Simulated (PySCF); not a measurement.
# C5H13NSi (SMILES C=C(C)[SiH2]N(C)C): what the fields show

```xyz
20

C    -2.5685    0.2013    0.6402
C    -1.6196    0.3182   -0.2772
C    -1.8188   -0.2091   -1.6658
Si    0.0281    1.1715    0.0737
N     1.2472   -0.0109   -0.2161
C     1.1224   -1.3622    0.2733
C     2.6227    0.3720   -0.4053
H    -2.4463    0.5884    1.6379
H    -3.5131   -0.2832    0.4361
H    -2.7264   -0.8060   -1.7413
H    -1.8906    0.6225   -2.3661
H    -0.9668   -0.8156   -1.9667
H     0.3019    2.2331   -0.9008
H    -0.0116    1.7447    1.4322
H     1.6209   -1.4937    1.2417
H     0.0719   -1.6154    0.3914
H     1.5790   -2.0587   -0.4373
H     2.6698    1.3727   -0.8253
H     3.1830    0.3650    0.5380
H     3.1097   -0.3240   -1.0948
```

Geometry: GFN2-xTB, NEB image 0 of 0 to 8.

Method: PBE0/pcSseg-1, SCF density, gas phase, non-relativistic in PySCF.

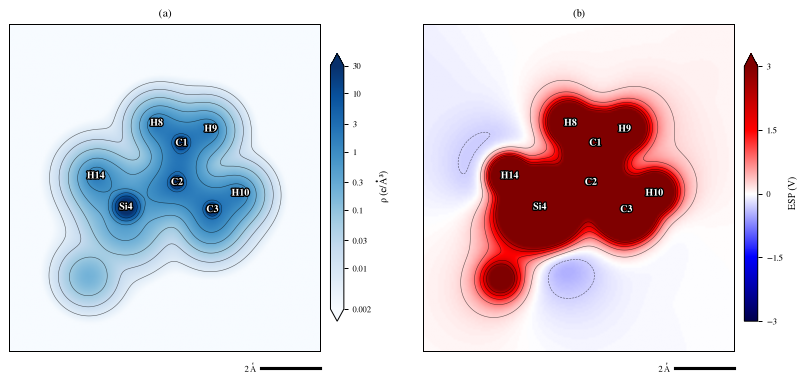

Figure 1. (a) total electron density; (b) electrostatic potential on the plane of atoms C1, C2 and Si4.

> What does the map show?

The section cuts through C, Si and H sites.
C–C (1.33 Å): ρ is about 2.3 e/Å³ halfway.
C–Si (1.89 Å): ρ is about 0.94 e/Å³ halfway.
C–H (1.08 Å): ρ is about 2 e/Å³ halfway.
C–C (1.50 Å): ρ is about 1.7 e/Å³ halfway.
Si–H (1.48 Å): ρ at the midpoint is about 0.79 e/Å³.
Outside the dense part of the molecule the potential is most negative (−0.5 V) near N5, which lies off the plane.

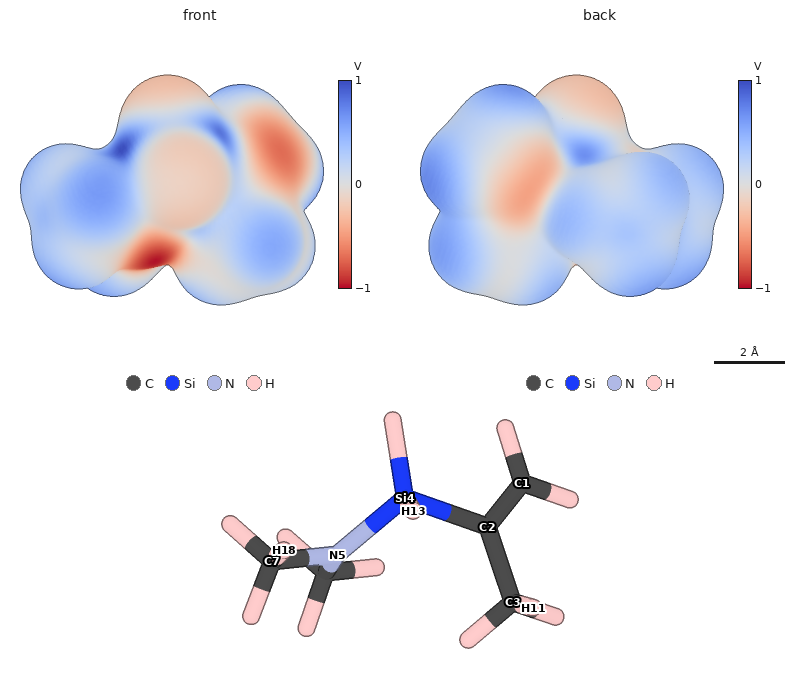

Figure 2. The electrostatic potential painted on the density surface at 0.002 e/bohr³, seen from the front and from behind; red is negative and blue positive. The bare structure is drawn below in the same view.

> Where is the surface potential most negative and most positive?

The most negative region (about −0.9 V) lies over N5, the most positive (about +0.9 V) over Si4.
